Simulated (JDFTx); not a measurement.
surface: ScAl3(110), Al outermost, slab composition Sc3Al11
bulk: ScAl3, Pm-3m, lattice of mp-2121 (not re-optimised)
slab: 14 atoms in 7 planes, 1x1, 8.6 Å between the outermost planes
in-plane cell: 4.088 × 5.781 Å, 23.63 Å²
cell height: 24.7 Å
sampling: 6×4×1 k mesh, Fermi smearing 0.01 Ha, no spin polarisation

Whether this polymorph is the ambient one wasn't checked. Neither spin polarisation nor a larger cell was tried.

All numbers are PBE, GBRV ultrasoft potentials, plane waves to 20/100 Ha results from a modified build of JDFTx, not measurements. Liquid on both sides: linear PCM (GLSSA13), water, 1 M KCl; nuclei fixed, outer atoms relaxed in vacuum. Potentials refer to SHE, placed 4.44 V below the bulk liquid's zero by convention. Ideal, unreconstructed faces without any overlayer.

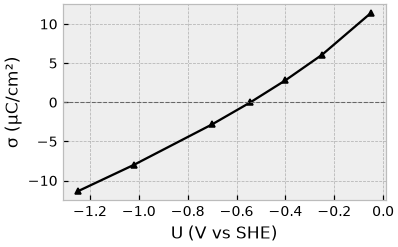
Surface charge density of ScAl3(110) against potential

Read off the potential of zero charge and the mean capacitance σ/(U − U_pzc) at the computed points next to it.

U_pzc ≈ -0.54 V. At -0.70 V it is about 18 μF/cm². At -0.40 V it is about 20 μF/cm².
